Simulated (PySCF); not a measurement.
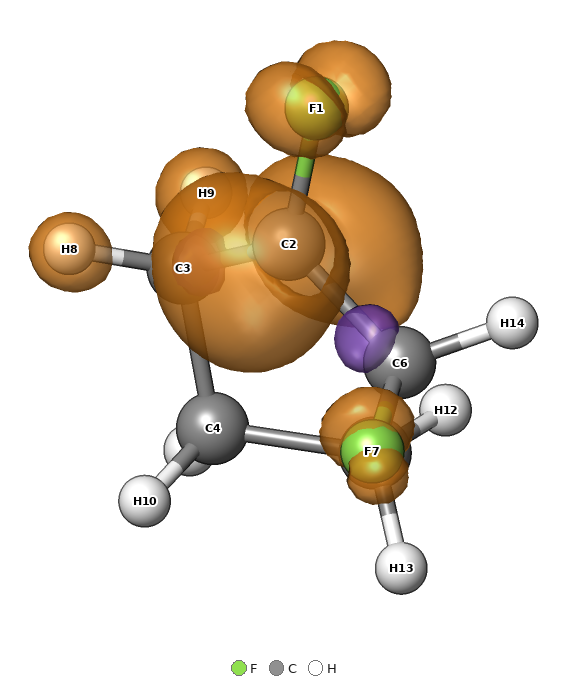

*C$_{5}$H$_{7}$F$_{2}$ (doublet). Isosurfaces of the spin density at +0.03 (orange) and −0.03 e/Å³ (purple), seen at a tilt.*

Geometry: GFN2-xTB.

Level of theory: PySCF, UKS B3LYP, pcH-1 on C F H, non-relativistic, mean-field spin-orbit, GIAO.

```yaml
atoms:
  - { symbol: F, position_ang: [-1.5835, 2.0042, 0.4418] }
  - { symbol: C, position_ang: [-0.7958, 0.9121, 0.4389] }
  - { symbol: C, position_ang: [-1.2835, -0.3781, -0.1012] }
  - { symbol: C, position_ang: [0.0041, -1.2057, -0.1887] }
  - { symbol: C, position_ang: [1.1117, -0.1692, -0.4173] }
  - { symbol: C, position_ang: [0.6781, 1.0407, 0.4129] }
  - { symbol: F, position_ang: [1.2241, 0.9365, 1.7030] }
  - { symbol: H, position_ang: [-2.0431, -0.8411, 0.5342] }
  - { symbol: H, position_ang: [-1.7407, -0.2353, -1.0900] }
  - { symbol: H, position_ang: [0.1765, -1.7191, 0.7569] }
  - { symbol: H, position_ang: [-0.0315, -1.9468, -0.9842] }
  - { symbol: H, position_ang: [1.1553, 0.1193, -1.4676] }
  - { symbol: H, position_ang: [2.0914, -0.5280, -0.1076] }
  - { symbol: H, position_ang: [1.0363, 2.0101, 0.0469] }
```

Q: Which atoms carry the spin?

A: The unpaired spin (1 electron) lies mostly on C2 (about 0.6) and F1 (about 0.1), in electrons by Hirshfeld's partition.
